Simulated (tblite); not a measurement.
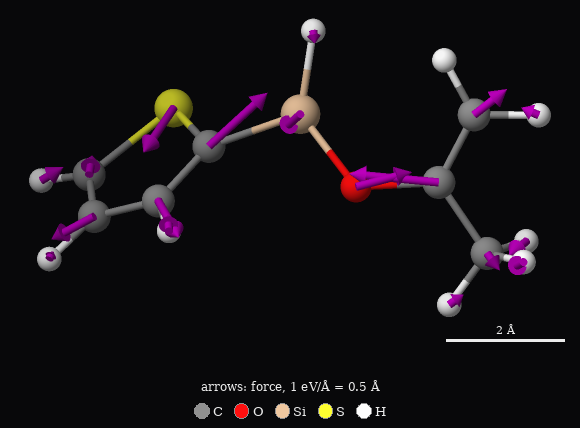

Starting geometry of C7H9OSSi (charge −1) with the computed forces as purple arrows. A ball-and-stick model, seen at a tilt.

The calculation used tblite, GFN2-xTB geometry optimisation, gas phase. 

Is this structure relaxed? If not, where do the atoms go?

Answer. It isn't relaxed: the largest force vector, on a C atom, is 3.07 eV/Å. The final displacements have little in common with the starting forces (cosine between the two patterns 0.18). The energy falls by 178.9 kJ/mol in 171 geometry steps. The largest move after the best rigid fit is that of an H atom, 1.94 Å. By element the largest moves are H 1.94 Å, S 1.56 Å, C 0.94 Å, Si 0.61 Å, O 0.57 Å. Among the contacts that change: C–O 1.412 → 1.311 Å, C–S 1.841 → 1.741 Å, C–C 1.352 → 1.406 Å, C–H 1.131 → 1.088 Å. Bond angles that change, for instance: O–Si–H 122.0° → 101.1°, O–Si–C 116.4° → 99.3°, C–Si–H 119.9° → 103.0°. Groups turn about C–C by about 60°, C–O by about 35°.
